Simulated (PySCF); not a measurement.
# C10H18O2: NMR shifts at several levels of theory, part 2 of 2

PySCF 2.14.0. Atoms count from 0. The steps go on from the part before.

## (6) Nuclear shieldings: KT2/pcSseg-1

What the job is given:

```
{"job": {"kind": "nmr", "xc": "KT2", "basis": "pcSseg-1", "pop": false}, "charge": 0, "multiplicity": 1}
C      2.718408    -1.736432     0.849845
C      2.571472    -0.461661     0.470018
C      3.707785     0.514912     0.552159
C      1.269722     0.099120    -0.057951
C      0.573885     1.000012     0.972921
C     -0.677895     1.638965     0.392841
C     -1.675724     0.614193    -0.138313
C     -2.868842     1.301235    -0.793411
O     -2.107904    -0.161735     0.960985
C     -0.978076    -0.327028    -1.135553
O     -1.931149    -1.319272    -1.459991
C      0.274947    -0.949236    -0.539693
H      1.902726    -2.459792     0.791316
H      3.671627    -2.098985     1.243924
H      3.957539     0.907278    -0.448339
H      4.611111     0.055070     0.975849
H      3.447642     1.387625     1.173023
H      1.528741     0.739147    -0.925594
H      1.260217     1.782685     1.331020
H      0.299790     0.386322     1.845632
H     -0.406269     2.322673    -0.429535
H     -1.190925     2.245514     1.155963
H     -2.554921     1.948021    -1.627146
H     -3.569772     0.551978    -1.188200
H     -3.393493     1.916530    -0.048182
H     -2.537408    -0.934972     0.568885
H     -0.708510     0.260291    -2.037142
H     -1.473298    -2.059809    -1.869792
H     -0.044459    -1.576870     0.307807
H      0.750084    -1.612300    -1.284224
```

Method: GIAO KT2/pcSseg-1 NMR shielding, non-relativistic, gas phase.

Standard output:

```text
coarse grid: 24192 points
cycle   1  E = -551.0123069222  dE =  1.296e+00  |g| = 1.134e+00  |ddm| = 4.959e+00
cycle   2  E = -550.4681456808  dE =  5.442e-01  |g| = 1.969e+00  |ddm| = 3.701e+00
cycle   3  E = -551.2716364112  dE = -8.035e-01  |g| = 2.404e-01  |ddm| = 2.955e+00
cycle   4  E = -551.2835078377  dE = -1.187e-02  |g| = 8.437e-02  |ddm| = 3.517e-01
cycle   5  E = -551.2850424586  dE = -1.535e-03  |g| = 2.467e-02  |ddm| = 1.042e-01
cycle   6  E = -551.2851486246  dE = -1.062e-04  |g| = 1.177e-02  |ddm| = 3.685e-02
cycle   7  E = -551.2851793475  dE = -3.072e-05  |g| = 4.285e-03  |ddm| = 1.381e-02
cycle   8  E = -551.2851839670  dE = -4.620e-06  |g| = 1.281e-03  |ddm| = 5.375e-03
final grid: 231192 points
cycle   9  E = -551.3680487397  dE = -5.117e-04  |g| = 1.841e-02  |ddm| = 1.124e-01
cycle  10  E = -551.3679427864  dE =  1.060e-04  |g| = 2.738e-02  |ddm| = 4.637e-02
cycle  11  E = -551.3681264711  dE = -1.837e-04  |g| = 2.313e-03  |ddm| = 3.200e-02
cycle  12  E = -551.3681275775  dE = -1.106e-06  |g| = 8.300e-04  |ddm| = 3.654e-03
cycle  13  E = -551.3681277388  dE = -1.613e-07  |g| = 2.821e-04  |ddm| = 1.026e-03
cycle  14  E = -551.3681277548  dE = -1.600e-08  |g| = 1.223e-04  |ddm| = 3.823e-04
cycle  15  E = -551.3681277588  dE = -3.959e-09  |g| = 2.666e-05  |ddm| = 1.464e-04
cycle  16  E = -551.3681277589  dE = -1.339e-10  |g| = 9.564e-06  |ddm| = 2.887e-05
converged SCF energy = -551.3681277589

GIAO shielding tensors (ppm)
atom      isotropic    diamagn.    paramagn.     s11        s22        s33       span
  0 C       77.990     254.381    -176.391    -12.360     95.046    151.284    163.644
  1 C       34.174     260.049    -225.875    -76.173     27.322    151.372    227.545
  2 C      157.832     245.466     -87.635    135.821    152.429    185.245     49.424
  3 C      136.992     252.904    -115.913    123.187    137.187    150.602     27.415
  4 C      150.970     250.305     -99.335    137.827    147.340    167.744     29.917
  5 C      143.251     249.472    -106.222    129.160    138.523    162.068     32.908
  6 C      113.349     248.538    -135.189     93.738    105.229    141.081     47.343
  7 C      155.234     246.279     -91.045    130.050    148.914    186.739     56.689
  8 O      274.745     393.205    -118.460    245.741    280.387    298.106     52.365
  9 C      105.789     249.851    -144.062     92.568     97.642    127.158     34.590
 10 O      263.646     391.510    -127.864    209.374    285.214    296.350     86.976
 11 C      144.606     251.986    -107.380    124.623    143.930    165.265     40.642
 12 H       26.389      34.316      -7.927     23.427     24.243     31.498      8.071
 13 H       26.298      28.524      -2.226     24.232     24.725     29.936      5.704
 14 H       29.543      27.866       1.677     25.578     28.019     35.032      9.454
 15 H       29.460      26.065       3.395     25.476     27.873     35.031      9.555
 16 H       28.992      29.042      -0.051     24.002     29.612     33.361      9.359
 17 H       29.596      35.995      -6.399     25.691     29.295     33.803      8.111
 18 H       29.583      32.760      -3.178     23.371     30.025     35.352     11.981
 19 H       29.707      33.325      -3.619     26.008     29.802     33.310      7.303
 20 H       30.008      33.289      -3.281     25.383     29.948     34.693      9.310
 21 H       29.341      31.388      -2.047     24.484     28.780     34.759     10.275
 22 H       30.454      29.543       0.911     26.389     27.831     37.142     10.753
 23 H       29.262      29.502      -0.239     24.304     28.706     34.778     10.474
 24 H       30.136      28.599       1.537     26.776     27.725     35.907      9.130
 25 H       29.418      35.465      -6.047     19.552     28.660     40.042     20.491
 26 H       27.687      34.997      -7.309     24.680     28.197     30.184      5.504
 27 H       31.164      34.044      -2.880     22.696     28.364     42.432     19.736
 28 H       29.365      35.588      -6.223     25.999     29.934     32.162      6.163
 29 H       29.994      34.717      -4.723     25.248     30.089     34.646      9.398
```

It took 86 s on 8 threads of AMD EPYC (Zen 3), shared host.

In short: δ C1 149.0, C0 105.2, C9 77.4, C6 69.9, H13 4.88, H12 4.79 ppm.

## (7) Nuclear shieldings: HF/pcSseg-1

Settings changed since step 6:

```diff
@@ -1,2 +1,2 @@
-{"job": {"kind": "nmr", "xc": "KT2", "basis": "pcSseg-1", "pop": false}, "charge": 0, "multiplicity": 1}
+{"job": {"kind": "nmr", "xc": "HF", "basis": "pcSseg-1", "pop": false}, "charge": 0, "multiplicity": 1}
 C      2.718408    -1.736432     0.849845
```

Level: GIAO HF/pcSseg-1 NMR shielding, non-relativistic, gas phase.

Standard output:

```text
final grid: 231192 points
cycle   1  E = -538.5862091700  dE =  2.918e+00  |g| = 8.386e-01  |ddm| = 4.759e+00
cycle   2  E = -538.7445480646  dE = -1.583e-01  |g| = 4.389e-01  |ddm| = 9.672e-01
cycle   3  E = -538.7803557842  dE = -3.581e-02  |g| = 1.100e-01  |ddm| = 4.301e-01
cycle   4  E = -538.7837964962  dE = -3.441e-03  |g| = 1.352e-02  |ddm| = 1.346e-01
cycle   5  E = -538.7838608189  dE = -6.432e-05  |g| = 3.554e-03  |ddm| = 2.505e-02
cycle   6  E = -538.7838656942  dE = -4.875e-06  |g| = 1.380e-03  |ddm| = 6.638e-03
cycle   7  E = -538.7838664007  dE = -7.065e-07  |g| = 3.549e-04  |ddm| = 2.639e-03
cycle   8  E = -538.7838664586  dE = -5.793e-08  |g| = 1.391e-04  |ddm| = 7.636e-04
cycle   9  E = -538.7838664654  dE = -6.805e-09  |g| = 2.926e-05  |ddm| = 2.531e-04
cycle  10  E = -538.7838664659  dE = -4.738e-10  |g| = 1.067e-05  |ddm| = 6.195e-05
converged SCF energy = -538.7838664659

GIAO shielding tensors (ppm)
atom      isotropic    diamagn.    paramagn.     s11        s22        s33       span
  0 C       75.695     253.625    -177.930    -43.181    109.270    160.995    204.176
  1 C       32.195     260.236    -228.041   -109.320     37.647    168.259    277.579
  2 C      167.717     239.790     -72.072    148.304    163.881    190.968     42.663
  3 C      154.564     247.662     -93.098    142.290    154.320    167.083     24.792
  4 C      164.542     245.965     -81.423    154.012    162.040    177.574     23.561
  5 C      156.634     245.232     -88.598    146.421    152.482    171.000     24.580
  6 C      131.871     243.306    -111.435    115.698    123.614    156.301     40.603
  7 C      163.955     242.262     -78.308    141.829    158.543    191.491     49.662
  8 O      303.280     395.169     -91.889    274.640    297.528    337.671     63.031
  9 C      123.795     245.089    -121.295    112.667    115.580    143.138     30.471
 10 O      298.724     393.877     -95.153    246.868    306.388    342.915     96.047
 11 C      157.509     247.288     -89.779    138.504    158.226    175.798     37.294
 12 H       26.792      33.160      -6.367     23.382     24.310     32.685      9.303
 13 H       26.606      29.794      -3.188     24.144     24.388     31.286      7.142
 14 H       30.117      27.463       2.654     25.664     28.545     36.142     10.477
 15 H       29.809      27.268       2.541     25.020     28.131     36.276     11.257
 16 H       29.663      28.048       1.616     24.242     30.305     34.444     10.202
 17 H       30.743      35.373      -4.630     26.190     30.499     35.540      9.350
 18 H       30.363      33.048      -2.685     23.518     30.327     37.245     13.727
 19 H       30.419      32.117      -1.699     26.437     30.033     34.787      8.349
 20 H       31.006      32.900      -1.893     26.010     30.474     36.535     10.525
 21 H       30.091      31.776      -1.685     24.657     29.079     36.538     11.881
 22 H       31.105      29.115       1.990     26.726     28.411     38.179     11.453
 23 H       29.762      29.187       0.575     24.337     29.125     35.824     11.487
 24 H       30.440      28.642       1.798     26.142     27.911     37.266     11.124
 25 H       29.530      34.660      -5.130     19.023     27.825     41.740     22.717
 26 H       28.977      34.173      -5.197     25.633     28.936     32.361      6.729
 27 H       31.120      33.920      -2.800     21.107     27.647     44.604     23.497
 28 H       30.008      34.220      -4.212     26.038     30.669     33.317      7.280
 29 H       30.666      34.785      -4.119     25.046     30.637     36.314     11.268
```

Wall time 67 s (8 threads of AMD EPYC (Zen 3), shared host).

Key values: δ C1 158.7, C0 115.2, C9 67.1, C6 59.0, H13 5.08, H12 4.89 ppm.

## (8) Comparing the runs: NMR shifts

Shifts (ppm) of some atoms, chosen among heavy atoms and hydrogens apart, with basis size and wall time:

```csv
run,C0,C9,C6,H26,H17,O10,O8,functions,time
PBE0/pcSseg-1,115.2,75.9,67.8,3.22,1.39,58.3,50.8,294,1.9 min
PBE/pcSseg-1,112.5,79.3,71.0,3.49,1.57,70.4,59.9,294,90 s
wB97X-D/pcSseg-1,116.0,75.9,67.9,3.17,1.30,53.3,47.7,294,2.2 min
KT2/pcSseg-1,105.2,77.4,69.9,3.49,1.58,67.0,55.9,294,86 s
HF/pcSseg-1,115.2,67.1,59.0,2.71,0.94,34.6,30.0,294,67 s
```

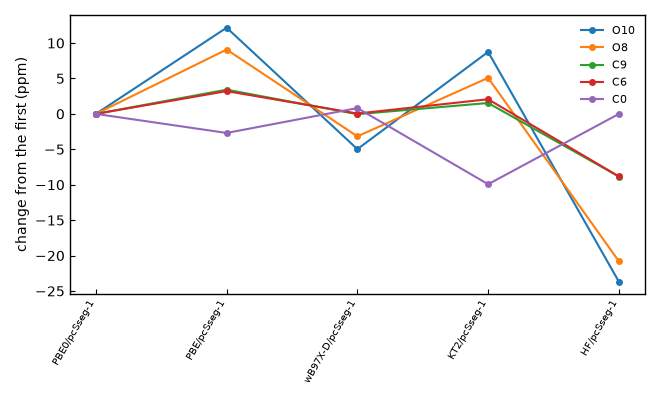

How five of the tabulated atoms move from run to run.

## (9) Results

The summary covers parts 1 to 2.

| quantity | value |
| --- | --- |
| point group | C1 |
| rotational constants (main isotopes) | 1.76, 0.58, 0.51 GHz |
| 13C shifts against TMS (PBE0/pcSseg-1) | 158.8, 115.2, 75.9, 67.8, 43.8, 38.8, 37.3, 30.2, 28.3, 25.3 ppm |
| 1H shifts against TMS (PBE0/pcSseg-1, means over atoms taken as alike) | 5.09, 4.96, 3.22, 1.84, 1.84, 1.79, 1.75, 1.47, 1.40, 1.39, 1.23, 1.12, 1.00, 0.16 ppm |
| 17O shifts against H2O (PBE0/pcSseg-1) | 58.3, 50.8 ppm |
| range of the shift of O10 | 34.6 to 70.4 ppm |

In words: Single values in the summary come from the first sound run of each kind (PBE0/pcSseg-1), which need not be the best level. Relaxing lowered the energy by 0.101 eV in 11 steps; the close pair that moved most is C0–H12, from 1.075 to 1.092 Å. No frequency check was run at this level, so the end point may be a saddle. C1 (fully substituted alkene carbon) lies farthest downfield among carbon, at 158.8 ppm; as expected for a trigonal carbon in a double bond. At PBE0/pcSseg-1: The widest tensor belongs to C1: span 255 ppm, with a paramagnetic part of -234 ppm. Across the 5 runs the shift of O10 moves most, between 34.6 (HF/pcSseg-1) and 70.4 ppm (PBE/pcSseg-1).
